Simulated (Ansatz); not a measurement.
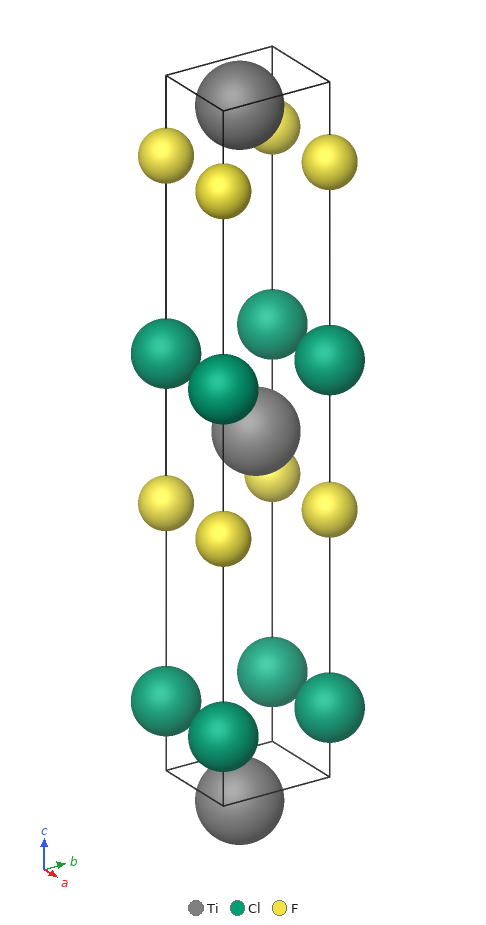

The crystal in a spheres-only representation, seen slightly off an axis. The lines enclose the simulation cell; boundary atoms appear with their images.

```xyz
6
Lattice="3.0885 0.0000 0.0000 -1.5442 2.6747 0.0000 0.0000 0.0000 13.2802" Properties=species:S:1:pos:R:3 pbc="T T T"
Ti    0.0000    1.7831    6.3371
Ti    1.5442    0.8916   12.9772
Cl    0.0000    0.0000    1.3252
Cl    3.0885    0.0000    7.9653
F     0.0000    0.0000    5.1068
F     1.5442    2.6747   11.7469
```

Calculation details: Ansatz, DFT PBE, scalar-relativistic, plane waves, PAW; a kinetic-energy cutoff of 420 eV, k-points on a 12×12×2 grid, Gaussian smearing of 0.02 eV, no spin polarisation.

> How are the electrons shared out in a Bader analysis?

Ti +1.39 e; Cl -0.63 e; F -0.76 e. The transfer is large, as in an ionic solid.

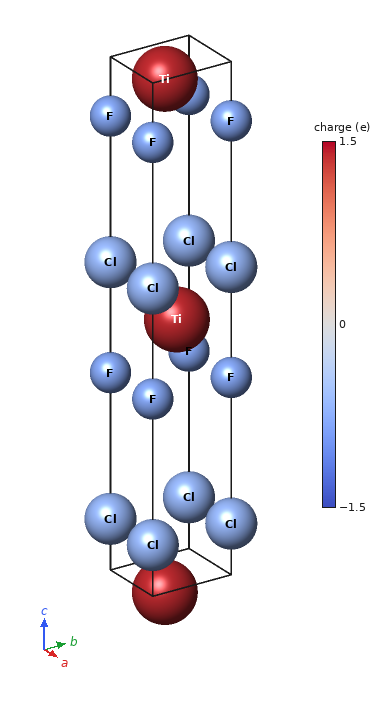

The atoms coloured by those charges.

The structure was taken from a random cell made by a generator, so it need not be a real form of the compound. Earlier steps of the study may have refined or changed the cell and positions. It was run through Ansatz as a DFT input.
